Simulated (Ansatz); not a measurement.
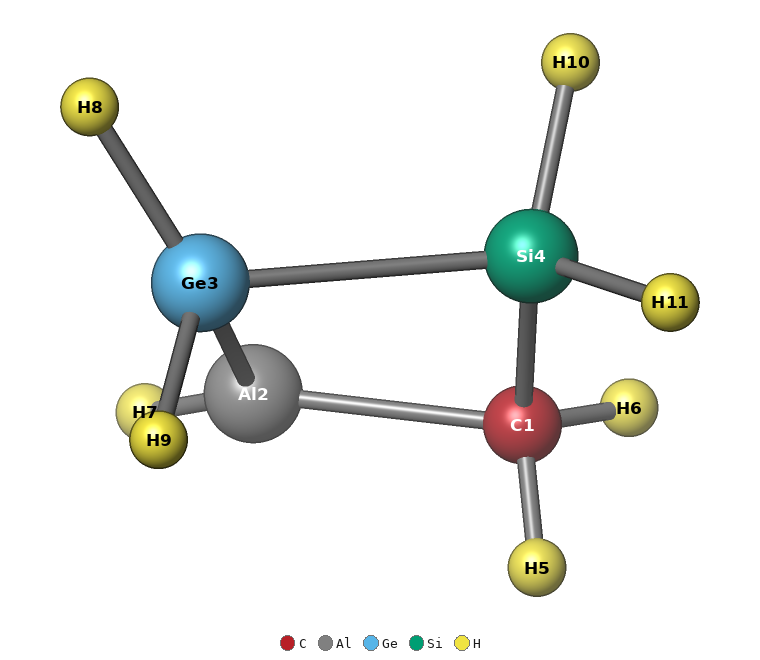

Depth is shown by fading: the farther an atom, the more it takes the colour of the background. The computed structure is the end point of a PBE0-D4/def2-TZVP optimisation. No frequency run is at hand to confirm it as a minimum.

**What is the conformation of the ring C1–Al2–Ge3–Si4?**

It is puckered (butterfly). The Cremer–Pople amplitude Q is 0.38 Å.

**Give the torsion angles round the ring, beginning with the bond from its second to its third atom.**

18°, −19°, 23°, −22°.
